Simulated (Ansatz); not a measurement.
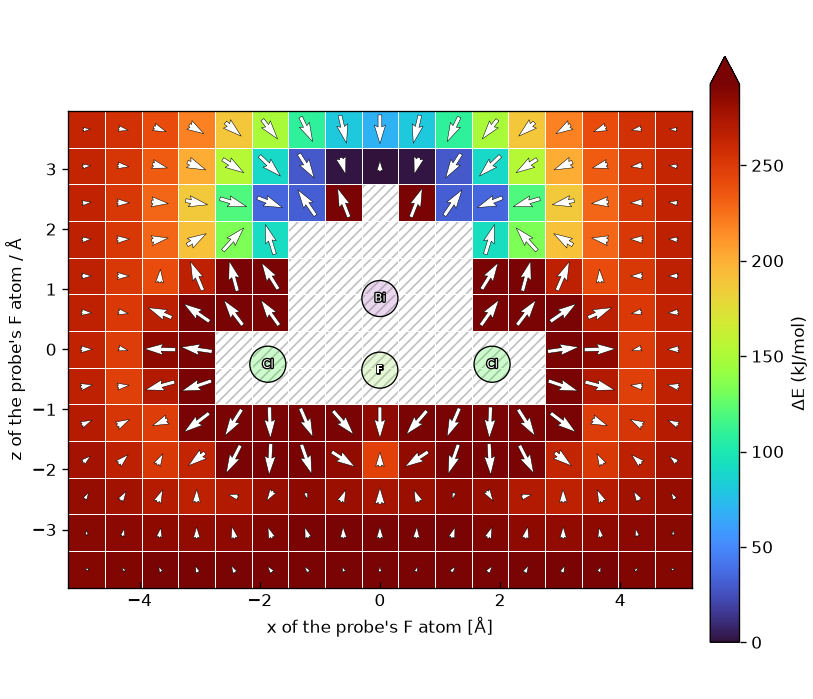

Energy landscape of BiCl₂F (SMILES [F][Bi]([Cl])[Cl]) with the probe F-. 
- The probe is moved over the plane through the molecule's long axis and the normal of its main plane.
- The first coordinate is: x of the probe's F atom; the second: z of the probe's F atom.
- Nothing is relaxed (molecule and probe rigid).
- The grid has 17 × 13 points. At 34 points there is no value (left out of the scan, as a rule where atoms come close).
- Points are written as (first, second).
- All energies are given in kJ/mol relative to the lowest grid point.
- Energies and slopes of some neighbouring points disagree (a jump in structure or state, or too coarse a mesh).
- Level of theory: Ansatz, RKS SPW92 (LDA)/def2-SVPD.

Drawn: one coloured cell a grid point, arrows along the force (downhill), their lengths compressed, labelled circles for the molecule's atoms, projected on the plane, one colour for all values above the top of the scale, hatched blanks where no value was computed. 

Q: What does the map say about the system?

A: The lowest grid point is at (0.00 Å, 3.05 Å) [nearest 1 Bi at 2.21 Å]. The highest grid point, (1.83 Å, 0.61 Å) [nearest 1 Cl at 1.31 Å], lies 1377 kJ/mol above the lowest.

The whole map (187 points run) took 36 min on 1 thread of Arm Neoverse N1 (shared host).
